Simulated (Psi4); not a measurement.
# PBE/def2-TZVPPD run of BF (SMILES [B]F)

Aim: the vertical electron affinity of BF at PBE/def2-TZVPPD, from 2 runs. The job is set up through a QCSchema input.

The calculation is run with Psi4 1.11.

**1. Starting point**

The species is BF (2 atoms), meant as a singlet with charge 0. As SMILES, `[B]F`. Geometry: relaxed at PBE0-D4/def2-TZVP.

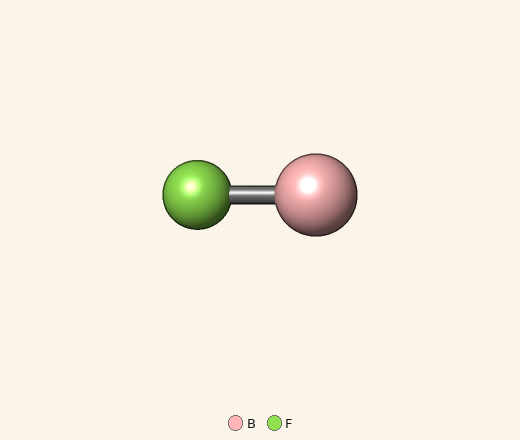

The structure, seen from a chosen angle (boron pink, fluorine green).

**2. A single-point energy at PBE/def2-TZVPPD**

Input file input.json:

```json
{
  "schema_name": "qcschema_input",
  "schema_version": 1,
  "molecule": {
    "schema_name": "qcschema_molecule",
    "schema_version": 2,
    "symbols": ["B", "F"],
    "geometry": [0.0, 0.0, -0.01766894, 0.0, 0.0, 2.36922523],
    "molecular_charge": 0,
    "molecular_multiplicity": 1,
    "fix_symmetry": "c1",
    "fix_com": true,
    "fix_orientation": true
  },
  "driver": "energy",
  "model": {
    "method": "pbe",
    "basis": "def2-TZVPPD"
  },
  "keywords": {
    "puream": true,
    "e_convergence": 1e-09,
    "d_convergence": 1e-08,
    "scf_type": "pk",
    "dft_radial_points": 99,
    "dft_spherical_points": 590,
    "scf_properties": ["MAYER_INDICES", "QUADRUPOLE", "WIBERG_LOWDIN_INDICES"]
  }
}
```

Command:

```bash
$ psi4 --qcschema input.json -n 1 --memory 2200MB
```

stdout:

```text
[...]
  Running in c1 symmetry.
[...]
  Nuclear repulsion =   18.852951490513714
[...]
  Multiplicity = 1
[...]
  Nalpha       = 7
  Nbeta        = 7
[...]
    Number of basis functions: 77
[...]
   @RKS iter   1:  -124.53428271306552   -3.34828e-01   4.50487e-03 ADIIS/DIIS
[...]
   @RKS iter   9:  -124.57722148385959   -6.82121e-13   1.22620e-09 DIIS
[...]
    Orbital Energies [Eh]
    ---------------------
    Doubly Occupied:
       1A    -24.349427     2A     -6.611892     3A     -1.200286
       4A     -0.560331     5A     -0.475527     6A     -0.475527
       7A     -0.249005
[...]
  @RKS Final Energy:  -124.57722148385959
   => Energetics <=
    Nuclear Repulsion Energy =             18.8529514905137141
    One-Electron Energy =                -208.8062381132581891
    Two-Electron Energy =                  79.6639838286829587
    DFT Exchange-Correlation Energy =     -14.2879186897980563
    Empirical Dispersion Energy =           0.0000000000000000
    VV10 Nonlocal Energy =                  0.0000000000000000
    Total Energy =                       -124.5772214838595886
[...]
 Multipole Moments:
 ------------------------------------------------------------------------------------
     Multipole            Electronic (a.u.)      Nuclear  (a.u.)        Total (a.u.)
 ------------------------------------------------------------------------------------
 L = 1.  Multiply by 2.5417464519 to convert [e a0] to [Debye]
 Dipole X            :         -0.0000000            0.0000000           -0.0000000
 Dipole Y            :         -0.0000000            0.0000000           -0.0000000
 Dipole Z            :        -20.8126792           21.2346824            0.4220032
 Magnitude           :                                                    0.4220032
 L = 2.  Multiply by 1.3450342976 to convert [e a0^2] to [Debye ang]
 Quadrupole XX       :         -8.0257189            0.0000000           -8.0257189
 Quadrupole XY       :         -0.0000000            0.0000000           -0.0000000
[...]
```

The result, in JSON:

```text
{
 "driver": "energy",
 "model": {
  "method": "pbe",
  "basis": "def2-TZVPPD"
 },
 "success": true,
 "return_result": -124.57722148385959,
 "properties": {
  "calcinfo_nbasis": 77,
  "calcinfo_nmo": 77,
  "calcinfo_nalpha": 7,
  "calcinfo_nbeta": 7,
  "calcinfo_natom": 2,
  "nuclear_repulsion_energy": 18.852951490513714,
  "return_energy": -124.57722148385959,
  "scf_one_electron_energy": -208.8062381132582,
  "scf_two_electron_energy": 79.66398382868296,
  "scf_xc_energy": -14.287918689798056,
  "scf_dipole_moment": [-4.920706813172105e-09, -6.7521310459564924e-09, 0.42200317472083526],
  "scf_total_energy": -124.57722148385959,
  "scf_iterations": 9
 }
}
```

Run time: 9.9 s. Hardware: 1 thread of Intel Xeon at 2.50GHz (Skylake/Cascade Lake), shared host; peak memory 0.51 GiB.

**3. The doublet anion: energy and forces at UPBE/def2-TZVPPD**

Input file input.json:

```json
{
  "schema_name": "qcschema_input",
  "schema_version": 1,
  "molecule": {
    "schema_name": "qcschema_molecule",
    "schema_version": 2,
    "symbols": ["B", "F"],
    "geometry": [0.0, 0.0, -0.01766894, 0.0, 0.0, 2.36922523],
    "molecular_charge": -1,
    "molecular_multiplicity": 2,
    "fix_symmetry": "c1",
    "fix_com": true,
    "fix_orientation": true
  },
  "driver": "gradient",
  "model": {
    "method": "pbe",
    "basis": "def2-TZVPPD"
  },
  "keywords": {
    "reference": "uks",
    "puream": true,
    "e_convergence": 1e-09,
    "d_convergence": 1e-08,
    "scf_type": "pk",
    "dft_radial_points": 99,
    "dft_spherical_points": 590,
    "maxiter": 100,
    "scf_properties": ["LOWDIN_CHARGES", "DIPOLE", "MAYER_INDICES"]
  }
}
```

Command:

```bash
$ psi4 --qcschema input.json -n 1 --memory 2200MB
```

stdout:

```text
[...]
  Running in c1 symmetry.
[...]
  Nuclear repulsion =   18.852951490513714
[...]
  Multiplicity = 2
[...]
  Nalpha       = 8
  Nbeta        = 7
[...]
    Number of basis functions: 77
[...]
   @UKS iter   1:  -124.35032853449759   -1.50874e-01   7.06258e-03 DIIS/ADIIS
[...]
   @UKS iter  50:  -124.54108283432420   -3.26850e-12   6.00892e-09 DIIS
[...]
   @S^2 Observed:                7.537376929E-01
[...]
    Orbital Energies [Eh]
    ---------------------
    Alpha Occupied:
       1A    -24.118190     2A     -6.366047     3A     -0.974238
       4A     -0.338477     5A     -0.254305     6A     -0.253254
       7A     -0.037019     8A      0.114196
    Alpha Virtual:
       9A      0.121139    10A      0.126818    11A      0.155710
      12A      0.211722    13A      0.212120    14A      0.237599
      15A      0.248472    16A      0.249446    17A      0.276973
      18A      0.283191    19A      0.313498    20A      0.351507
      21A      0.364435    22A      0.371582    23A      0.433090
      24A      0.526340    25A      0.620163    26A      0.620703
[...]
  @UKS Final Energy:  -124.54108283432420
   => Energetics <=
    Nuclear Repulsion Energy =             18.8529514905137141
    One-Electron Energy =                -211.9357286212875806
    Two-Electron Energy =                  82.9901857221875332
    DFT Exchange-Correlation Energy =     -14.4484914257378545
    Empirical Dispersion Energy =           0.0000000000000000
    VV10 Nonlocal Energy =                  0.0000000000000000
    Total Energy =                       -124.5410828343242002
[...]
 Multipole Moments:
 ------------------------------------------------------------------------------------
     Multipole            Electronic (a.u.)      Nuclear  (a.u.)        Total (a.u.)
 ------------------------------------------------------------------------------------
 L = 1.  Multiply by 2.5417464519 to convert [e a0] to [Debye]
 Dipole X            :         -0.8894250            0.0000000           -0.8894250
 Dipole Y            :          0.6527540            0.0000000            0.6527540
 Dipole Z            :        -21.1647330           21.2346824            0.0699494
 Magnitude           :                                                    1.1054671
[...]
  -Total Gradient:
     Atom            X                  Y                   Z
    ------   -----------------  -----------------  -----------------
       1       -0.000000406653     0.000000197849     0.055615201779
       2       -0.000000030234    -0.000000011766    -0.055615966509
[...]
```

The result, in JSON:

```text
{
 "driver": "gradient",
 "model": {
  "method": "pbe",
  "basis": "def2-TZVPPD"
 },
 "success": true,
 "return_result": [-4.0665334664902186e-07, 1.9784869753625145e-07, 0.05561520177904916, -3.023442932126308e-08, -1.1766448967942544e-08, -0.0556159665091745],
 "properties": {
  "calcinfo_nbasis": 77,
  "calcinfo_nmo": 77,
  "calcinfo_nalpha": 8,
  "calcinfo_nbeta": 7,
  "calcinfo_natom": 2,
  "nuclear_repulsion_energy": 18.852951490513714,
  "return_energy": -124.5410828343242,
  "return_gradient": [-4.0665334664902186e-07, 1.9784869753625145e-07, 0.05561520177904916, -3.023442932126308e-08, -1.1766448967942544e-08, -0.0556159665091745],
  "scf_one_electron_energy": -211.93572862128758,
  "scf_two_electron_energy": 82.99018572218753,
  "scf_xc_energy": -14.448491425737854,
  "scf_dipole_moment": [-0.8894249923218126, 0.6527540009606757, 0.06994937428341075],
  "scf_total_energy": -124.5410828343242,
  "scf_total_gradient": [-4.0665334664902186e-07, 1.9784869753625145e-07, 0.05561520177904916, -3.023442932126308e-08, -1.1766448967942544e-08, -0.0556159665091745],
  "scf_iterations": 50
 }
}
```

It took 48 s on 1 thread of Intel Xeon at 2.50GHz (Skylake/Cascade Lake), shared host; peak memory 0.51 GiB.

**4. What came out**

Level: PBE/def2-TZVPPD.

```
                                         quantity          value
                         singlet BF: total energy  -124.57722 Eh
                        singlet BF: dipole moment         1.07 D
                          singlet BF: HOMO energy       -6.78 eV
                          singlet BF: LUMO energy       -2.13 eV
                        singlet BF: HOMO–LUMO gap        4.65 eV
                      doublet anion: total energy  -124.54108 Eh
doublet anion: HOMO energy (highest over α and β)        3.11 eV
 doublet anion: LUMO energy (lowest over α and β)        3.30 eV
                              doublet anion: ⟨S²⟩          0.754
          doublet anion: largest force on an atom     2.860 eV/Å
vertical electron affinity (to the doublet anion)      -0.983 eV
```

In words: The anion lies 0.98 eV (94.9 kJ/mol) above the neutral: the electron isn't bound at this level, and such a value depends on the basis. The HOMO (doublet anion) lies at positive energy, 3.11 eV, as semi-local functionals often give for anions; only total energies tell whether the electron is bound.
